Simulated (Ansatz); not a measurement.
# Scan of one atom of the cell for Re (hcp, Mg type)

Re (hcp, Mg type)

```yaml
crystal:
  lattice:
    - [2.77518, 0.00000, 0.00000]
    - [-1.38759, 2.40338, 0.00000]
    - [0.00000, 0.00000, 4.48302]
  atoms:
    - { symbol: Re, position: [0.33333, 0.66667, 0.75000] }
    - { symbol: Re, position: [0.66667, 0.33333, 0.25000] }
```

Scan: atom 2 (Re, nearest neighbour Re at 2.755 Å; its periodic images, 2.8 Å or more away, move with it) is displaced along Cartesian x, direction (1.000, 0.000, 0.000) in Cartesian axes, by s. The other atoms stay.

Level of theory: PBE (plane waves to 420 eV, PAW, scalar-relativistic; Ansatz, a quantum-chemistry and plane-wave program). k mesh 15×15×9 (Γ-centred), Fermi-Dirac smearing 0.05 eV. The energy includes the smearing's −TS. With partly filled bands, energies and forces of such displacements shift with the k mesh and the smearing. Re is run without spin polarisation. Re was relaxed with its symmetry unable to fall. Spin-orbit coupling is left out, though Re is heavy. The PAW data are Ansatz's earlier set. The zero of ΔE is the undisplaced structure.

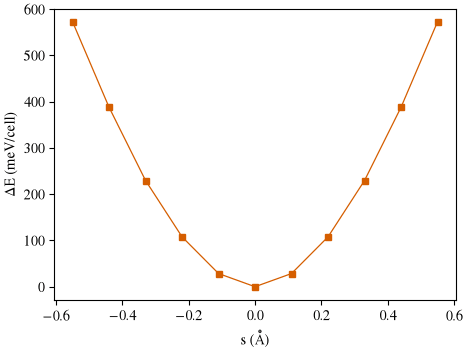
Figure: ΔE (meV/cell) against s (Å); markers are the computed points, lines only join them.

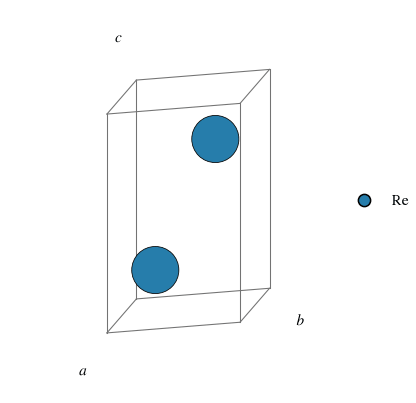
Fig. 1. The cell of the calculation at s = 0.550 Å.

The force along the line at s = -0.550 Å is 1.73 eV/Å. The energy at s = 0.550 Å is 572 meV/cell and the force constant k = d²E/ds² at s = 0 (finite differences) comes out as 4.73 eV/Å². Harmonic estimate at the end of the scan: ½ks² = 716 meV/cell against the computed 572 meV/cell, so the well is softer than harmonic there. Symmetry of the curve: even: the same for both signs.

With its periodic images moving along, the atom's site symmetry in this cell is -6m2.

(For displaced atoms, the force is minus the slope of the energy, and its curvature is a force constant, which sets phonon frequencies.)
